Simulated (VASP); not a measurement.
Band structure of AlN (zinc blende). Level of theory: PBE GGA with D4 dispersion, VASP's PBE PAW potentials (set 64) (plane waves; VASP 6.6.1).

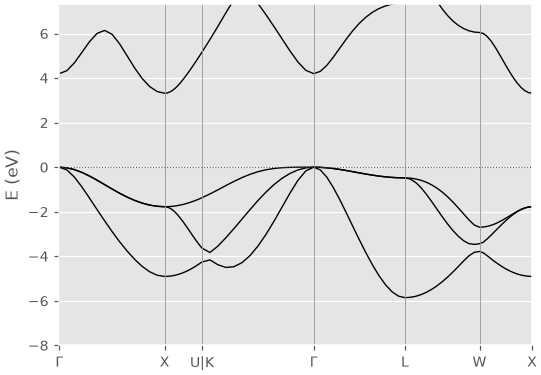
*Bands along high-symmetry lines, zero at the valence-band maximum or, without a gap, the Fermi level*

Task: Read the plot: is there a gap, and where are the band edges?

Result: The gap is indirect, 3.32 eV, from the valence maximum at Γ to the conduction minimum at X. (Edges off the drawn lines would not show.)

Measured: gap 5.34 eV (computed value off by -2.02 eV), as given by Daiki Deguchi et al., Japanese Journal of Applied Physics (2016), arXiv:1512.06930.

The compound is AlN in the zinc blende structure, a metastable form; wurtzite is the usual one. It was relaxed first.
